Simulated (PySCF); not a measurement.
```xyz
28

C    -2.3150    0.8392    0.3772
C    -1.7106   -0.0965   -0.3691
C    -2.3163   -1.4600   -0.5318
C    -0.3861    0.0638   -1.0603
B     0.7621   -0.8472   -0.2862
N     1.9970    0.2392   -0.1232
C     2.8024   -0.0193    1.0752
C     2.8633    0.2041   -1.3121
C     1.2731    1.5337   -0.0308
C     0.1894    1.4889   -1.0918
H    -1.9004    1.8396    0.5273
H    -3.2598    0.6265    0.8839
H    -2.5038   -1.6779   -1.5973
H    -1.6170   -2.2324   -0.1713
H    -3.2640   -1.5617    0.0158
H    -0.5151   -0.2989   -2.0952
H     1.2132   -1.8120   -0.8929
H     0.4380   -1.1315    0.8610
H     2.1536    0.0207    1.9576
H     3.6117    0.7237    1.1673
H     3.2346   -1.0262    1.0056
H     3.6120    1.0128   -1.2690
H     3.3670   -0.7689   -1.3538
H     2.2565    0.3129   -2.2175
H     1.9806    2.3759   -0.1200
H     0.8168    1.5637    0.9697
H    -0.5616    2.2719   -0.9079
H     0.6184    1.7163   -2.0806
```

Geometry: PBE0-D3(BJ)/def2-SVP.

All numbers below come from PySCF 2.14.0, PBE0/pcSseg-1, SCF density, gas phase, non-relativistic.

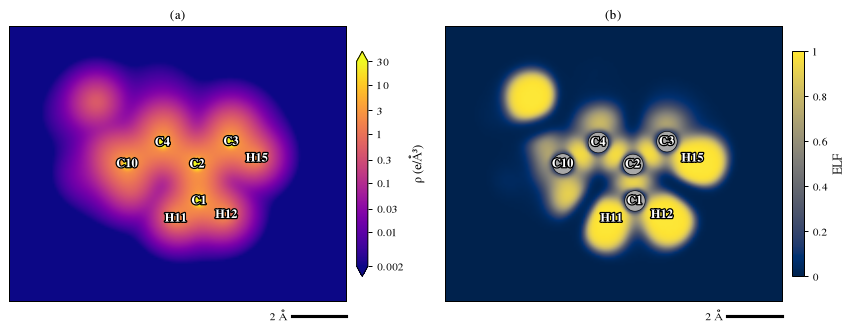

C₈H₁₈BN. (a) electron density; (b) electron localisation function on the plane of atoms H11, C1 and H12. Grey discs cover the atomic cores in the ELF map.

Interpret the plot.

Answer. The section cuts through C and H sites.
C–C (1.34 Å): ρ is about 2.2 e/Å³ halfway; the ELF peaks at about 0.90 between the atoms: a short, multiple covalent bond.
C–H (1.09 Å): ρ is about 1.9 e/Å³ halfway; the ELF climbs to about 1 towards the hydrogen, as it does in any bond to H (a covalent bond by its length).
C–C (1.50 Å): ρ at the midpoint is about 1.7 e/Å³; the ELF peaks at about 0.95 between the atoms; localised, covalent bonding.
